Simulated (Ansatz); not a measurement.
## Correcting a cheap level on molecular compounds of Al

The atomisation energy (no zero-point term) in kJ/mol of 8 molecular compounds of Al: x at HF/def2-TZVPP, y at CCSD(T)/CBS estimate. Shapes, held fixed at every level: PBE0-D4/def2-TZVP. Flexible molecules stand in one conformer, not always the lowest. Programs: Ansatz 0.2.0.

| molecule | x (kJ/mol) | y (kJ/mol) |
| --- | --- | --- |
| AlH(OH)Cl | 1230 | 1685 |
| Al(OH)2Cl | 1629 | 2313 |
| Al(NH2)(OH)(SH) | 1925 | 2807 |
| C2HAlF2 (SMILES C#[C][Al]([F])[F]) | 2040 | 2780 |
| C2H4AlNO (SMILES [CH3][AlH][N]=C=O) | 2583 | 3662 |
| AlSiNH6SO (SMILES [NH2][Al]([SH])[O][SiH3]) | 2737 | ? |
| C2H9AlN2 (SMILES C[CH2][Al]([NH2])[NH2]) | 3685 | 5117 |
| C3H10AlN (SMILES CC(C)[NH][AlH2]) | 4039 | 5442 |

Task: Fit y = c + s·x to the known rows and predict y for AlSiNH6SO.

Result: 
1. Means of the 7 rows: x = 2447.29, y = 3400.9.
2. Σ(Δx)² = 6673949, Σ(Δx·Δy) = 8950347, so the slope is 8950347/6673949 = 1.3411.
3. Intercept: 3400.9 − (1.3411) × 2447.29 = 118.8. The largest residual of the fit is 107.
4. AlSiNH6SO: 118.8 + 1.3411 × 2737 = 3789 kJ/mol.

CCSD(T)/CBS estimate gives 3801 kJ/mol, so the prediction is off by -12 kJ/mol, within the largest residual. Uncorrected, HF/def2-TZVPP misses it by -1064 kJ/mol, and the other rows by 954 on average. The line removes about 100 % of this miss. Left out in turn, the other rows are missed by 106 kJ/mol on average. The CBS estimate extrapolates MP2 from def2-TZVPP and def2-QZVPP and adds CCSD(T) − MP2 in the triple-zeta set, cores frozen.

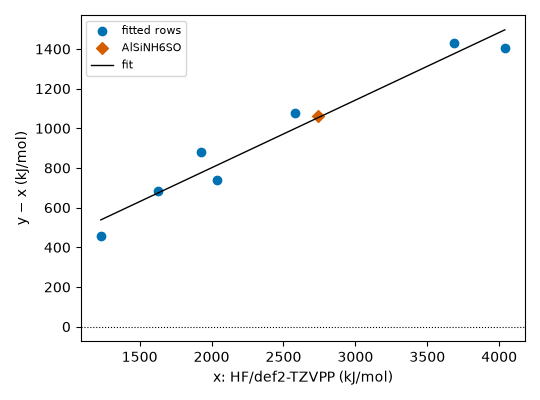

The correction y − x against x, with the fitted line and the withheld molecule.
